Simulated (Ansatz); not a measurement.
# H₂O₃: single points with varied inputs

How do the results and run time of H₂O₃ respond when the settings are drawn wide?

Method: the settings change from run to run; program: Ansatz 0.2.0, Gaussian basis.

**1. The relaxed structure**

An earlier PBE0-D4 in a triple-zeta def2 set relaxation fixed the geometry.

SMILES `OOO`, 5 atoms, charge 0, spin multiplicity 1.

Atoms are counted from 1 here; the program's logs count them from 0.

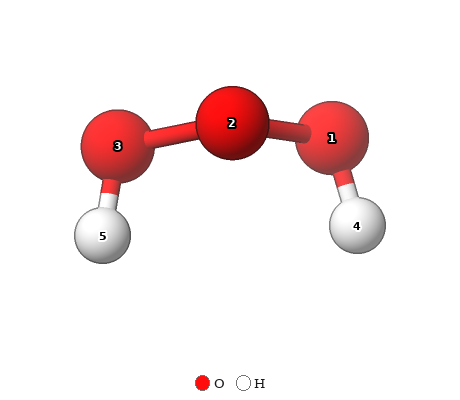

The geometry (oxygen red, hydrogen white); atoms are numbered from 1 in the order of the file.

As a file:

```xyz
5
H2O3
O    -0.9683   -0.6999   -0.1461
O    -0.1336   -0.0439    0.7705
O     1.1731   -0.0667    0.2612
H    -1.3100    0.0284   -0.6853
H     1.2389    0.7821   -0.2003
```

**2. wB97/STO-3G**

Set apart from the defaults: high accuracy.

The input, in.yaml:

```yaml
crystal:
  periodic: [false, false, false]
  atoms:
    - {symbol: O, position_ang: [-0.968344, -0.699873, -0.146133]}
    - {symbol: O, position_ang: [-0.133606, -0.043886, 0.770491]}
    - {symbol: O, position_ang: [1.173086, -0.066702, 0.261233]}
    - {symbol: H, position_ang: [-1.310001, 0.028400, -0.685258]}
    - {symbol: H, position_ang: [1.238855, 0.782060, -0.200333]}
basis:
  gaussian: {orbitals: STO-3G}
hamiltonian: {xc: {name: wB97}}
accuracy: high
output: {forces: true}
```

The run is started by

```
> ansatz run in.yaml --threads 4 --pin off --events-out ev --progress --plain --max-ram 10444MiB
```

The program printed, cut to the lines that bear on the results:

```text
Functional definition: wB97
  name "wB97"
  cite "Chai & Head-Gordon, J. Chem. Phys. 128, 084106 (2008) doi:10.1063/1.2834918"
  cite "Becke, J. Chem. Phys. 107, 8554 (1997) doi:10.1063/1.475007"
[...]
  # The coefficients of nought are those of the uniform gas.
[...]
      + integral(e_c_pw_opposite_spin*poly(b97_u_opposite, 1, cos1, cos2, cos3, cos4))
297 factors; integrals over basis functions are off by at most 4.4e-8 eV
169 factors; integrals over basis functions are off by at most 1.4e-9 eV
[...]
mean field -6084.16015851 eV, -223.5887618333 hartree, gradient 1.2e-8 eV, S^2 0.000000; 0 other end points of the search recorded, 0 dependent functions left out
[...]
reference -6084.16015813 eV, -223.5887618194 hartree; 13, 13 occupied and 4, 4 virtual orbitals, 297 factors
Total energy: -6084.16015813 eV, -223.5887618194 hartree
Atom 0 at    -0.968344    -0.699873    -0.146133 Å, force     0.523357    -4.042081     0.878150 eV/Å
Atom 1 at    -0.133606    -0.043886     0.770491 Å, force    -0.745506     1.227644     2.010831 eV/Å
Atom 2 at     1.173086    -0.066702     0.261233 Å, force     1.421731    -3.776612     1.048854 eV/Å
Atom 3 at    -1.310001     0.028400    -0.685258 Å, force    -1.243308     3.105189    -2.091435 eV/Å
Atom 4 at     1.238855     0.782060    -0.200333 Å, force     0.043726     3.485860    -1.846400 eV/Å
Dipole moment:    -0.072131     0.451065    -0.321858 e Å
```

Run time: 1.6 s. Hardware: 4 threads of Arm Neoverse V1, shared host.

Largest force 4.169 eV/Å, dipole 2.68 D.

**3. SPW92/cc-pVDZ**

Options: finite nuclei, relativity set to none, high accuracy.

in.yaml: that of step 2 with these lines changed.

```diff
@@ -9,5 +9,4 @@
 basis:
-  gaussian: {orbitals: STO-3G}
-hamiltonian: {xc: {name: wB97}}
+  gaussian: {orbitals: cc-pVDZ, nuclear_model: gaussian}
+hamiltonian: {xc: {name: SPW92}, pseudopotentials: {relativity: none}}
 accuracy: high
-output: {forces: true}
```

Launched as before.

The program printed:

```text
Functional definition: SPW92
  name "SPW92"
  cite "Dirac, Proc. Camb. Phil. Soc. 26, 376 (1930) doi:10.1017/S0305004100016108"
  cite "Slater, Phys. Rev. 81, 385 (1951) doi:10.1103/PhysRev.81.385"
  cite "Perdew & Wang, Phys. Rev. B 45, 13244 (1992) doi:10.1103/PhysRevB.45.13244"
  exchange = slater_x
  correlation = pw_c
1120 factors; integrals over basis functions are off by at most 3.1e-9 eV
mean field evaluation 1: about -6121.3202 eV, gradient 4.7e1 eV
mean field evaluation 2: about -6112.5349 eV, gradient 8.5e1 eV
mean field evaluation 4: about -6124.8952 eV, gradient 3.9e0 eV
mean field evaluation 8: about -6124.9174 eV, gradient 6.9e-2 eV
mean field evaluation 16: about -6124.9175 eV, gradient 3.1e-6 eV
mean field -6124.91745020 eV, -225.0865646766 hartree, gradient 8.3e-8 eV, S^2 0.000000; 0 other end points of the search recorded, 0 dependent functions left out
reference -6124.91745212 eV, -225.0865647472 hartree; 13, 13 occupied and 39, 39 virtual orbitals, 1120 factors
Total energy: -6124.91745212 eV, -225.0865647472 hartree
```

It took 0.45 s on 4 threads of Arm Neoverse V1, shared host.

**4. revPBE0/cc-pVTZ-DK**

This run has atoms shaken by 0.15 Å, the search for lower states set to light.

The input, in.yaml:

```yaml
crystal:
  periodic: [false, false, false]
  atoms:
    - {symbol: O, position_ang: [-1.001414, -0.605724, -0.280784]}
    - {symbol: O, position_ang: [-0.190950, -0.159192, 0.420244]}
    - {symbol: O, position_ang: [1.160163, -0.136490, 0.370507]}
    - {symbol: H, position_ang: [-1.241662, -0.050722, -0.757209]}
    - {symbol: H, position_ang: [1.223348, 0.848096, -0.195956]}
basis:
  gaussian: {orbitals: cc-pVTZ-DK}
hamiltonian: {xc: {name: revPBE0}}
scf: {lower_state_search: light}
output: {forces: true}
```

Same command.

The program printed, cut to the lines that bear on the results:

```text
Functional definition: revPBE0
  name "revPBE0"
  cite "Zhang & Yang, Phys. Rev. Lett. 80, 890 (1998) doi:10.1103/PhysRevLett.80.890"
  cite "Adamo & Barone, J. Chem. Phys. 110, 6158 (1999) doi:10.1063/1.478522"
  cite "Perdew, Burke & Ernzerhof, Phys. Rev. Lett. 77, 3865 (1996) doi:10.1103/PhysRevLett.77.3865"
[...]
621 factors; their error is unknown
[...]
mean field -6167.45659730 eV, -226.6498494987 hartree, gradient 4.1e-5 eV, S^2 0.000000; 0 other end points of the search recorded, 0 dependent functions left out
[...]
reference -6167.45661755 eV, -226.6498502428 hartree; 13, 13 occupied and 105, 105 virtual orbitals, 621 factors
Total energy: -6167.45661755 eV, -226.6498502428 hartree
Relativity: scalar
Atom 0 at    -1.001414    -0.605724    -0.280784 Å, force    -2.199740   -21.545798     0.861888 eV/Å
Atom 1 at    -0.190950    -0.159192     0.420244 Å, force     4.261921     7.591810    15.506794 eV/Å
Atom 2 at     1.160163    -0.136490     0.370507 Å, force     3.557457     3.555088    -5.689798 eV/Å
Atom 3 at    -1.241662    -0.050722    -0.757209 Å, force    -6.535263    14.481129   -12.975653 eV/Å
Atom 4 at     1.223348     0.848096    -0.195956 Å, force     0.915625    -4.082229     2.296769 eV/Å
Dipole moment:    -0.129444     0.446701    -0.428865 e Å
```

Wall time 0.7 s (4 threads of Arm Neoverse V1, shared host).

Largest force 21.675 eV/Å, dipole 3.04 D.

**5. wB97X-V/def2-mTZVP**

This run has atoms shaken by 0.08 Å, the search for lower states set to light.

The input, in.yaml:

```yaml
crystal:
  periodic: [false, false, false]
  atoms:
    - {symbol: O, position_ang: [-0.953356, -0.689474, -0.074049]}
    - {symbol: O, position_ang: [-0.145840, -0.021442, 0.773001]}
    - {symbol: O, position_ang: [1.185050, -0.138625, 0.290123]}
    - {symbol: H, position_ang: [-1.139994, -0.032833, -0.673530]}
    - {symbol: H, position_ang: [1.300892, 0.750778, -0.245060]}
basis:
  gaussian: {orbitals: def2-mTZVP}
hamiltonian: {xc: {name: wB97X-V}}
scf: {lower_state_search: light}
output: {forces: true}
```

The command is unchanged.

The program printed, cut to the lines that bear on the results:

```text
Functional definition: wB97X-V
  name "wB97X-V"
  cite "Mardirossian & Head-Gordon, Phys. Chem. Chem. Phys. 16, 9904 (2014) doi:10.1039/C3CP54374A"
  cite "Becke, J. Chem. Phys. 107, 8554 (1997) doi:10.1063/1.475007"
  cite "Vydrov & Van Voorhis, J. Chem. Phys. 133, 244103 (2010) doi:10.1063/1.3521275"
[...]
      + integral(e_c_pw_opposite_spin*poly(b97_u_opposite, cos0, cos1)) + vv10(b, c)
544 factors; their error is unknown
210 factors; integrals over basis functions are off by at most 1.6e-5 eV
[...]
mean field -6168.41693468 eV, -226.6851412461 hartree, gradient 1.6e-5 eV, S^2 0.000000; 0 other end points of the search recorded, 0 dependent functions left out
[...]
reference -6168.41693365 eV, -226.6851412084 hartree; 13, 13 occupied and 65, 65 virtual orbitals, 544 factors
Total energy: -6168.41693365 eV, -226.6851412084 hartree
Atom 0 at    -0.953356    -0.689474    -0.074049 Å, force    -0.365551    -3.428286     1.119892 eV/Å
Atom 1 at    -0.145840    -0.021442     0.773001 Å, force     1.315268     0.916887     1.839314 eV/Å
Atom 2 at     1.185050    -0.138625     0.290123 Å, force     0.475665     2.392383    -1.489434 eV/Å
Atom 3 at    -1.139994    -0.032833    -0.673530 Å, force    -1.211542     2.493951    -2.893687 eV/Å
Atom 4 at     1.300892     0.750778    -0.245060 Å, force    -0.213841    -2.374935     1.423915 eV/Å
Dipole moment:    -0.041367     0.492986    -0.437275 e Å
```

It took 1.4 s on 4 threads of Arm Neoverse V1, shared host.

Largest force 4.008 eV/Å, dipole 3.17 D.

**6. RPBE/6-31++G****

This run has D4 dispersion, the search for lower states set to light.

The input, in.yaml:

```yaml
crystal:
  periodic: [false, false, false]
  atoms:
    - {symbol: O, position_ang: [-0.968344, -0.699873, -0.146133]}
    - {symbol: O, position_ang: [-0.133606, -0.043886, 0.770491]}
    - {symbol: O, position_ang: [1.173086, -0.066702, 0.261233]}
    - {symbol: H, position_ang: [-1.310001, 0.028400, -0.685258]}
    - {symbol: H, position_ang: [1.238855, 0.782060, -0.200333]}
basis:
  gaussian: {orbitals: "6-31++G**"}
hamiltonian: {xc: {name: RPBE}, dispersion: d4}
scf: {lower_state_search: light}
```

Launched as before.

The program printed:

```text
Functional definition: RPBE
  name "RPBE"
  cite "Hammer, Hansen & Nørskov, Phys. Rev. B 59, 7413 (1999) doi:10.1103/PhysRevB.59.7413"
  cite "Perdew, Burke & Ernzerhof, Phys. Rev. Lett. 77, 3865 (1996) doi:10.1103/PhysRevLett.77.3865"
  parameter kappa = 0.804
  parameter beta = 0.06672455060314922
  exchange = rpbe_x(kappa = kappa, mu = beta*pi^2/3)
  correlation = pbe_c(beta = beta)
594 factors; their error is unknown
mean field evaluation 1: about -6164.3954 eV, gradient 5.1e1 eV
mean field evaluation 2: about -6150.1149 eV, gradient 1.0e2 eV
mean field evaluation 4: about -6168.7694 eV, gradient 6.6e0 eV
mean field evaluation 8: about -6168.8524 eV, gradient 2.3e-2 eV
mean field evaluation 16: about -6168.8211 eV, gradient 1.3e-5 eV
mean field -6168.82107484 eV, -226.6999931231 hartree, gradient 1.3e-5 eV, S^2 0.000000; 0 other end points of the search recorded, 0 dependent functions left out
reference -6168.82112891 eV, -226.6999951103 hartree; 13, 13 occupied and 56, 56 virtual orbitals, 594 factors
Total energy: -6169.00052273 eV, -226.7065877115 hartree
```

Wall time 0.4 s (4 threads of Arm Neoverse V1, shared host).

**7. HSE06/aug-cc-pVTZ**

Options: atoms shaken by 0.08 Å.

The input, in.yaml:

```yaml
crystal:
  periodic: [false, false, false]
  atoms:
    - {symbol: O, position_ang: [-1.052111, -0.633994, -0.274150]}
    - {symbol: O, position_ang: [-0.012705, -0.061746, 0.767637]}
    - {symbol: O, position_ang: [1.225992, -0.002118, 0.240144]}
    - {symbol: H, position_ang: [-1.297416, -0.100672, -0.544376]}
    - {symbol: H, position_ang: [1.229456, 0.763385, -0.119731]}
basis:
  gaussian: {orbitals: aug-cc-pVTZ}
hamiltonian: {xc: {name: HSE06}}
output: {forces: true}
```

Launched as before.

The program printed, cut to the lines that bear on the results:

```text
Functional definition: HSE06
  name "HSE06"
  cite "Heyd, Scuseria & Ernzerhof, J. Chem. Phys. 118, 8207 (2003) doi:10.1063/1.1564060"
  cite "Krukau, Vydrov, Izmaylov & Scuseria, J. Chem. Phys. 125, 224106 (2006) doi:10.1063/1.2404663"
  cite "Heyd & Scuseria, J. Chem. Phys. 120, 7274 (2004) doi:10.1063/1.1668634"
  cite "Ernzerhof & Perdew, J. Chem. Phys. 109, 3313 (1998) doi:10.1063/1.476928"
  cite "Perdew, Burke & Ernzerhof, Phys. Rev. Lett. 77, 3865 (1996) doi:10.1103/PhysRevLett.77.3865"
  parent pbe
[...]
  # The whole range is PBE's own exchange, as in plane waves. The composition of these papers is wPBEh.
[...]
785 factors; their error is unknown
61 factors; integrals over basis functions are off by at most 3.8e-6 eV
[...]
mean field -6157.56277091 eV, -226.2862580850 hartree, gradient 2.6e-5 eV, S^2 0.000000; 0 other end points of the search recorded, 0 dependent functions left out
[...]
reference -6157.56281703 eV, -226.2862597798 hartree; 13, 13 occupied and 171, 171 virtual orbitals, 785 factors
Total energy: -6157.56281703 eV, -226.2862597798 hartree
Atom 0 at    -1.052111    -0.633994    -0.274150 Å, force    23.252456   -46.630227    24.898619 eV/Å
Atom 1 at    -0.012705    -0.061746     0.767637 Å, force    -2.555219    -0.658403    -1.077851 eV/Å
Atom 2 at     1.225992    -0.002118     0.240144 Å, force     0.042388    -8.432959     3.424605 eV/Å
Atom 3 at    -1.297416    -0.100672    -0.544376 Å, force   -21.057835    47.275218   -23.182886 eV/Å
Atom 4 at     1.229456     0.763385    -0.119731 Å, force     0.318209     8.446372    -4.062488 eV/Å
Dipole moment:     0.063614     0.547137    -0.246105 e Å
```

Wall time 1.6 s (4 threads of Arm Neoverse V1, shared host).

Largest force 57.749 eV/Å, dipole 2.90 D.

**8. SPW92/x2c-TZVPPall**

This run has atoms shaken by 0.15 Å, the search for lower states set to light.

The input, in.yaml:

```yaml
crystal:
  periodic: [false, false, false]
  atoms:
    - {symbol: O, position_ang: [-0.795852, -0.583444, -0.093873]}
    - {symbol: O, position_ang: [0.338421, -0.048049, 0.757330]}
    - {symbol: O, position_ang: [0.964190, -0.000422, 0.327243]}
    - {symbol: H, position_ang: [-1.351984, -0.098963, -0.444605]}
    - {symbol: H, position_ang: [1.256757, 0.983783, -0.491434]}
basis:
  gaussian: {orbitals: x2c-TZVPPall}
hamiltonian: {xc: {name: SPW92}}
scf: {lower_state_search: light}
output: {forces: true}
```

Same command.

The program printed, cut to the lines that bear on the results:

```text
Functional definition: SPW92
  name "SPW92"
  cite "Dirac, Proc. Camb. Phil. Soc. 26, 376 (1930) doi:10.1017/S0305004100016108"
  cite "Slater, Phys. Rev. 81, 385 (1951) doi:10.1103/PhysRev.81.385"
  cite "Perdew & Wang, Phys. Rev. B 45, 13244 (1992) doi:10.1103/PhysRevB.45.13244"
[...]
571 factors; their error is unknown
[...]
mean field -6103.12659563 eV, -224.2857655415 hartree, gradient 3.1e-5 eV, S^2 0.000000; 0 other end points of the search recorded, 0 dependent functions left out
[...]
reference -6103.12661891 eV, -224.2857663971 hartree; 13, 13 occupied and 108, 108 virtual orbitals, 571 factors
Total energy: -6103.12661891 eV, -224.2857663971 hartree
Relativity: scalar
Atom 0 at    -0.795852    -0.583444    -0.093873 Å, force     3.616509   -11.406024     1.933087 eV/Å
Atom 1 at     0.338421    -0.048049     0.757330 Å, force  -154.758987    -7.710907   110.928432 eV/Å
Atom 2 at     0.964190    -0.000422     0.327243 Å, force   160.530985     8.415216  -106.550595 eV/Å
Atom 3 at    -1.351984    -0.098963    -0.444605 Å, force    -9.370636     8.380783    -5.300946 eV/Å
Atom 4 at     1.256757     0.983783    -0.491434 Å, force    -0.017872     2.320933    -1.009977 eV/Å
Dipole moment:     0.167086     0.128360     0.402849 e Å
```

Run time: 0.55 s. Hardware: 4 threads of Arm Neoverse V1, shared host.

Largest force 192.858 eV/Å, dipole 2.18 D.

**9. BLYP/aug-cc-pVDZ**

This run has density fitting with cc-pVTZ-jkfit, finite nuclei.

The input, in.yaml:

```yaml
crystal:
  periodic: [false, false, false]
  atoms:
    - {symbol: O, position_ang: [-0.968344, -0.699873, -0.146133]}
    - {symbol: O, position_ang: [-0.133606, -0.043886, 0.770491]}
    - {symbol: O, position_ang: [1.173086, -0.066702, 0.261233]}
    - {symbol: H, position_ang: [-1.310001, 0.028400, -0.685258]}
    - {symbol: H, position_ang: [1.238855, 0.782060, -0.200333]}
basis:
  gaussian: {orbitals: aug-cc-pVDZ, fitting: {mean_field: cc-pVTZ-jkfit}, nuclear_model: gaussian}
hamiltonian: {xc: {name: BLYP}}
```

Same command.

The program printed:

```text
Functional definition: BLYP
  name "BLYP"
  cite "Becke, Phys. Rev. A 38, 3098 (1988) doi:10.1103/PhysRevA.38.3098"
  cite "Lee, Yang & Parr, Phys. Rev. B 37, 785 (1988) doi:10.1103/PhysRevB.37.785"
  parameter beta = 0.0042
  parameter a = 0.04918
  parameter b = 0.132
  parameter c = 0.2533
  parameter d = 0.349
  exchange = b88_x(beta = beta)
  correlation = lyp_c(a = a, b = b, c = c, d = d)
297 factors; integrals over basis functions are off by at most 3.0e-1 eV
mean field evaluation 1: about -6164.0868 eV, gradient 5.4e1 eV
mean field evaluation 2: about -6145.1977 eV, gradient 1.1e2 eV
mean field evaluation 4: about -6169.0355 eV, gradient 8.9e0 eV
mean field evaluation 8: about -6169.1827 eV, gradient 1.5e-1 eV
mean field evaluation 16: about -6169.1827 eV, gradient 1.7e-5 eV
mean field -6169.18271129 eV, -226.7132830177 hartree, gradient 1.7e-5 eV, S^2 0.000000; 0 other end points of the search recorded, 0 dependent functions left out
reference -6169.18302232 eV, -226.7132944480 hartree; 13, 13 occupied and 74, 74 virtual orbitals, 297 factors
Total energy: -6169.18302232 eV, -226.7132944480 hartree
```

Wall time 0.45 s (4 threads of Arm Neoverse V1, shared host).

**10. r2SCAN0/6-31G***

Options: charge +1, multiplicity 2, density fitting with cc-pVTZ-jkfit, a point charge of 2.00 e beside it, relativity set to none.

in.yaml: that of step 9 with these lines changed.

```diff
@@ -9,3 +9,6 @@
 basis:
-  gaussian: {orbitals: aug-cc-pVDZ, fitting: {mean_field: cc-pVTZ-jkfit}, nuclear_model: gaussian}
-hamiltonian: {xc: {name: BLYP}}
+  gaussian: {orbitals: "6-31G*", fitting: {mean_field: cc-pVTZ-jkfit}, point_charges: [{charge: 2.00, position_ang: [4.593, 0.183, -0.939]}]}
+total_charge: 1
+magnetization: {spin_polarized: true, initial_magnetization: 1}
+hamiltonian: {xc: {name: r2SCAN0}, pseudopotentials: {relativity: none}}
+output: {forces: true}
```

Same command.

The program printed, cut to the lines that bear on the results:

```text
Functional definition: r2SCAN0
  name "r2SCAN0"
  cite "Bursch, Neugebauer, Ehlert & Grimme, J. Chem. Phys. 156, 134105 (2022) doi:10.1063/5.0086040"
  cite "Furness, Kaplan, Ning, Perdew & Sun, J. Phys. Chem. Lett. 11, 8208 (2020) doi:10.1021/acs.jpclett.0c02405"
  cite "Furness, Kaplan, Ning, Perdew & Sun, J. Phys. Chem. Lett. 11, 9248 (2020) doi:10.1021/acs.jpclett.0c03077"
  parent r2scan
[...]
297 factors; integrals over basis functions are off by at most 1.6e-2 eV
[...]
mean field -6146.25747923 eV, -225.8707962787 hartree, gradient 3.9e-5 eV, S^2 0.756691; 2 other end points of the search recorded, 0 dependent functions left out
[...]
reference -6146.25748207 eV, -225.8707963831 hartree; 13, 12 occupied and 36, 37 virtual orbitals, 297 factors
Total energy: -6146.25748207 eV, -225.8707963831 hartree
Atom 0 at    -0.968344    -0.699873    -0.146133 Å, force     2.064207     0.354127     2.503003 eV/Å
Atom 1 at    -0.133606    -0.043886     0.770491 Å, force    -0.523525    -1.512032    -2.079929 eV/Å
Atom 2 at     1.173086    -0.066702     0.261233 Å, force    -0.962858    -0.406193     0.820067 eV/Å
Atom 3 at    -1.310001     0.028400    -0.685258 Å, force    -1.180470     0.896803    -0.864255 eV/Å
Atom 4 at     1.238855     0.782060    -0.200333 Å, force    -0.624198     0.872750    -0.184050 eV/Å
Dipole moment:    -0.444757     0.599197    -0.391845 e Å
```

Run time: 1.4 s. Hardware: 4 threads of Arm Neoverse V1, shared host.

Largest force 3.264 eV/Å, ⟨S²⟩ 0.757.

**11. The runs in one table**

| level | charge | multiplicity | geometry | functions | energy (eV) | time |
| --- | --- | --- | --- | --- | --- | --- |
| wB97/STO-3G | 0 | 1 | relaxed | 17 | -6084.160 | 1.6 s |
| SPW92/cc-pVDZ | 0 | 1 | relaxed | 52 | -6124.917 | 0.45 s |
| revPBE0/cc-pVTZ-DK | 0 | 1 | shaken | 118 | -6167.457 | 0.7 s |
| wB97X-V/def2-mTZVP | 0 | 1 | shaken | 78 | -6168.417 | 1.4 s |
| RPBE/6-31++G** | 0 | 1 | relaxed | 69 | -6169.001 | 0.4 s |
| HSE06/aug-cc-pVTZ | 0 | 1 | shaken | 184 | -6157.563 | 1.6 s |
| SPW92/x2c-TZVPPall | 0 | 1 | shaken | 121 | -6103.127 | 0.55 s |
| BLYP/aug-cc-pVDZ | 0 | 1 | relaxed | 87 | -6169.183 | 0.45 s |
| r2SCAN0/6-31G* | 1 | 2 | relaxed, point charge | 49 | -6146.257 | 1.4 s |

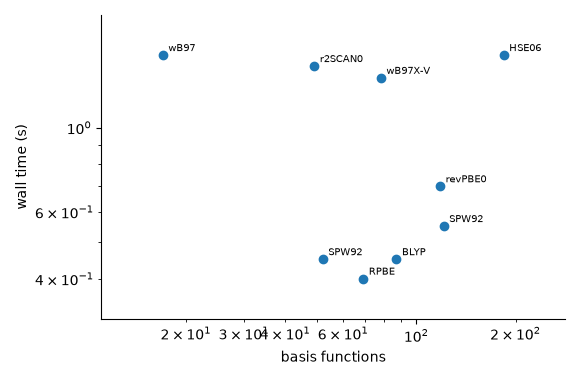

Wall time against the number of basis functions (shared host).

**12. What came out**

| quantity | value |
| --- | --- |
| runs | 9 |
| quickest | RPBE/6-31++G**, 0.4 s |
| slowest | wB97/STO-3G, 1.6 s |
| spread of total energies, same state and geometry | 85.0 eV |

wB97/STO-3G took 4 times as long as RPBE/6-31++G**. The jobs differ in tasks and options as well as level. The totals spread over 85 eV; they can't be compared across methods or bases. At the PBE0-D4/def2-TZVP geometry and in the same state, runs without warnings or point charges leave forces up to 4.17 eV/Å (wB97/STO-3G), against 192.9 eV/Å where the atoms were moved.
